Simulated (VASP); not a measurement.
Band structure of Hf (hcp). Level of theory: optB88-vdW, VASP's PBE PAW potentials (set 64) (plane waves; VASP).

Unless said otherwise, spin-orbit coupling is left out, though it shifts the bands of the heavy elements here.

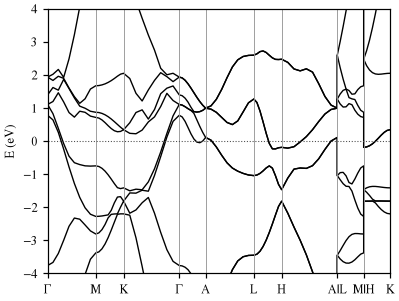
Figure. Bands along high-symmetry lines, zero at the valence-band maximum or, without a gap, the Fermi level

Q: Read the plot: is there a gap, and where are the band edges?

A: It has no gap at this level: it comes out as a metal or semimetal. (Edges off the drawn lines would not show.)

The compound is Hf in the hcp structure. It was relaxed first.
